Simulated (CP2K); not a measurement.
# C2H5BOSi (SMILES C#CBO[SiH3]) at GFN1-xTB

What is the vertical singlet–triplet gap of C2H5BOSi at GFN1-xTB? 

The calculation is run with CP2K 2026.2.

5 further runs of the same task are left out: 1 that didn't finish, 4 set aside as unsound or not needed.

**1. The system as given**

The species is C2H5BOSi (10 atoms), meant as a singlet with charge 0. SMILES: `C#CBO[SiH3]`. The coordinates come from a GFN2-xTB relaxation. This is one conformer, not always the lowest.

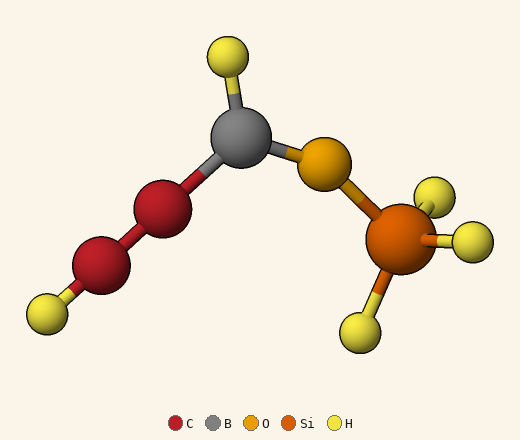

Viewed from a chosen angle; carbon red, boron grey, oxygen amber, silicon orange, hydrogen yellow.

**2. A single-point energy at GFN1-xTB**

Contents of molecule.xyz:

```xyz
10

C     -2.137700     1.136220     1.233980
C     -1.078260     0.564760     1.232560
B      0.258910    -0.170530     1.222870
O      0.867950    -0.488630     0.094980
Si     1.044050    -0.533320    -1.507860
H     -3.063180     1.637370     1.247680
H      0.768840    -0.467590     2.245450
H      0.068560     0.312220    -2.201150
H      0.863300    -1.942620    -1.851810
H      2.407520    -0.047870    -1.716720
```

Contents of job.inp:

```
&force_eval
 method Quickstep
 &dft
  # Quickstep
  &qs
   method XTB
   eps_default 1.0E-10
   &xtb
    gfn_type 1
    check_atomic_charges F
   &end xtb
  &end qs
  &poisson
   periodic NONE
   poisson_solver ANALYTIC
  &end poisson
  # self-consistent field
  &scf
   scf_guess ATOMIC
   eps_scf 1.0E-06
   max_scf 40
   &ot
    minimizer DIIS
    preconditioner FULL_ALL
   &end ot
   &outer_scf
    eps_scf 1.0E-06
    max_scf 10
   &end outer_scf
  &end scf
  &print
   &moments
    periodic F
    reference COM
    max_moment 1
   &end moments
   &mo_cubes
    nlumo 5
    nhomo -1
    write_cube F
   &end mo_cubes
   &hirshfeld OFF
   &end hirshfeld
  &end print
 &end dft
 # structure
 &subsys
  &cell
   abc 21.5 19.6 20.4
   periodic NONE
  &end cell
  &topology
   coord_file_name molecule.xyz
   coord_file_format XYZ
   &center_coordinates
   &end center_coordinates
  &end topology
 &end subsys
&end force_eval

&global
 project_name job
 run_type ENERGY
 print_level MEDIUM
&end global
```

Launch:

```console
$ OMP_NUM_THREADS=1 cp2k.psmp -i job.inp -o job.out
```

The program printed:

```text
CP2K| version string:                                       CP2K version 2026.2
[...]
 GLOBAL| Method name                                                        CP2K
[...]
 GLOBAL| Run type                                                         ENERGY
[...]
                             - Atoms:                                         10
[...]
                             - Spherical basis functions:                     35
[...]
 Number of electrons:                                                         26
[...]
     1 OT DIIS     0.15E+00    0.0     0.08130030       -14.8354178480 -1.48E+01
[...]
    12 OT DIIS     0.15E+00    0.0     0.00000062       -14.9367254490 -1.65E-11
  *** SCF run converged in    12 steps ***
[...]
 TB_DIPOLE| Moment [Debye]         -0.38966107       0.22204048      -0.05891983
 TB_DIPOLE| Derivative [a.u.]       0.00000000       0.00000000       0.00000000
[...]
 ENERGY| Total FORCE_EVAL ( QS ) energy [hartree]            -14.936725449006012
[...]
```

Run time: 0.36 s. Hardware: 1 thread of Arm Neoverse V2, shared host.

**3. The triplet**

molecule.xyz is that of step 2.

Contents of run.inp:

```
&GLOBAL
    PROJECT_NAME run
    RUN_TYPE ENERGY
    PRINT_LEVEL MEDIUM
&END GLOBAL

&FORCE_EVAL
    METHOD QUICKSTEP
    &DFT
        MULTIPLICITY 3
        SPIN_POLARIZED T
        &QS
            METHOD XTB
            EPS_DEFAULT 1.0E-10
            &XTB
                GFN_TYPE 1
                CHECK_ATOMIC_CHARGES F
            &END XTB
        &END QS
        &POISSON
            PERIODIC NONE
            POISSON_SOLVER ANALYTIC
        &END POISSON
        &SCF
            SCF_GUESS ATOMIC
            EPS_SCF 1.0E-06
            MAX_SCF 40
            &OT
                MINIMIZER DIIS
                PRECONDITIONER FULL_ALL
            &END OT
            &OUTER_SCF
                EPS_SCF 1.0E-06
                MAX_SCF 8
            &END OUTER_SCF
        &END SCF
        &PRINT
            &MOMENTS
                PERIODIC F
                REFERENCE COM
                MAX_MOMENT 1
            &END MOMENTS
            &MO_CUBES
                NLUMO 1
                NHOMO -1
                WRITE_CUBE F
            &END MO_CUBES
            &HIRSHFELD OFF
            &END HIRSHFELD
        &END PRINT
    &END DFT
    # structure
    &SUBSYS
        &CELL
            ABC 21.5 19.6 20.4
            PERIODIC NONE
        &END CELL
        &TOPOLOGY
            COORD_FILE_NAME molecule.xyz
            COORD_FILE_FORMAT XYZ
            &CENTER_COORDINATES
            &END CENTER_COORDINATES
        &END TOPOLOGY
    &END SUBSYS
&END FORCE_EVAL
```

Launch:

```console
$ OMP_NUM_THREADS=1 cp2k.psmp -i run.inp > run.out 2>&1
```

The program printed:

```text
CP2K| version string:                                       CP2K version 2026.2
[...]
 GLOBAL| Method name                                                        CP2K
[...]
 GLOBAL| Run type                                                         ENERGY
[...]
                             - Atoms:                                         10
[...]
                             - Spherical basis functions:                     35
[...]
 Number of electrons:                                                         14
[...]
     1 OT DIIS     0.15E+00    0.0     0.03950799       -14.6646184940 -1.47E+01
[...]
    21 OT DIIS     0.15E+00    0.0     0.00000058       -14.7610604003 -3.86E-10
  *** SCF run converged in    21 steps ***
[...]
 TB_DIPOLE| Moment [Debye]          0.05247359       0.04956186       0.15625364
 TB_DIPOLE| Derivative [a.u.]       0.00000000       0.00000000       0.00000000
[...]
 ENERGY| Total FORCE_EVAL ( QS ) energy [hartree]            -14.761060400344300
[...]
```

Run time: 0.54 s. Hardware: 1 thread of Arm Neoverse V2, shared host.

**4. Outcome**

Level: GFN1-xTB.

| quantity | value |
| --- | --- |
| singlet: total energy | -14.93673 Eh |
| singlet: dipole moment (from atomic charges alone) | 0.45 D |
| singlet: HOMO energy | -12.09 eV |
| singlet: dispersion energy | -8.03 kJ/mol |
| triplet: total energy | -14.76106 Eh |
| triplet: dipole moment (from atomic charges alone) | 0.17 D |
| triplet: HOMO energy (highest over α and β) | -7.07 eV |
| triplet: dispersion energy | -8.03 kJ/mol |
| vertical energy of the triplet above the singlet | 4.780 eV |

What this shows: The method runs without spin polarisation, so open shells lack the exchange term that lowers high spin: such gaps come out too high and can have the wrong sign. At this shape the triplet lies 4.78 eV (461 kJ/mol) above the singlet. The dipole (singlet) comes from point charges on the atoms alone, without atomic dipoles, so it is partial. The dipole (triplet) comes from point charges on the atoms alone, without atomic dipoles, so it is partial.
